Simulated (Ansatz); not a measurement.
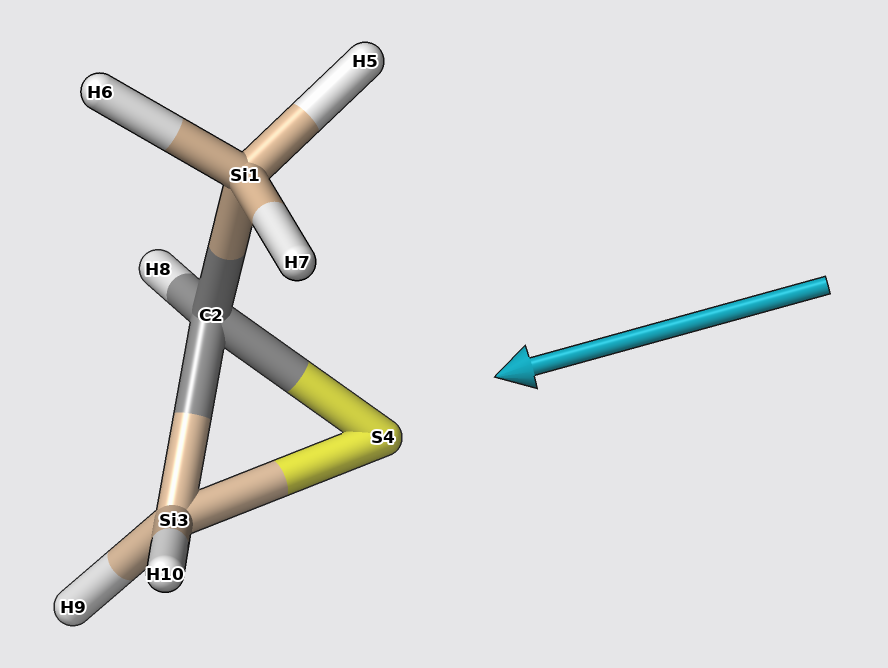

The arrow beside the molecule shows the direction of the dipole moment, from the negative to the positive end (its length means nothing). The geometry was computed by an optimisation with PBE0-D4/def2-TZVP. Level of theory: RKS PBE0-D4/def2-TZVP (Ansatz 0.2.0).

Estimate the dipole moment.

Answer. 1.74 D; it points from the side of H5 to the side of H9 (the outermost atoms at the two ends).
